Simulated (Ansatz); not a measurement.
**A computed series for TiAl: pressure series**

The reference is TiAl (space group P4/mmm, No. 123; a = 2.7973 Å, c = 4.0323 Å).

Cell and atoms are relaxed at each pressure.

Method: PBEsol/PAW in Ansatz (a first-principles code), scalar-relativistic without spin-orbit coupling.

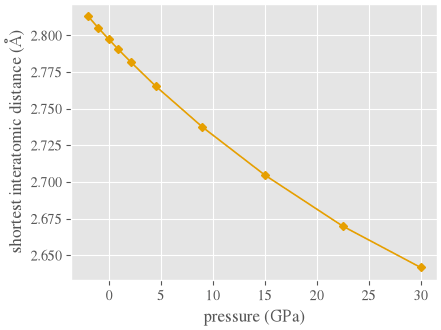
Shortest interatomic distance against pressure

### Question
From the plot, what is the shortest interatomic distance for pressure 4.5 GPa?

### Answer
About 2.77 Å.

### Question
Is the trend monotonic over the range shown?

### Answer
Yes, it falls throughout, spanning 264.2 pm to 281.3 pm.

Load acts through the strain it causes; cell and atoms are relaxed under it. Stability against distortions was not tested. Competing high-pressure phases were not computed. All final runs are without spin polarisation.
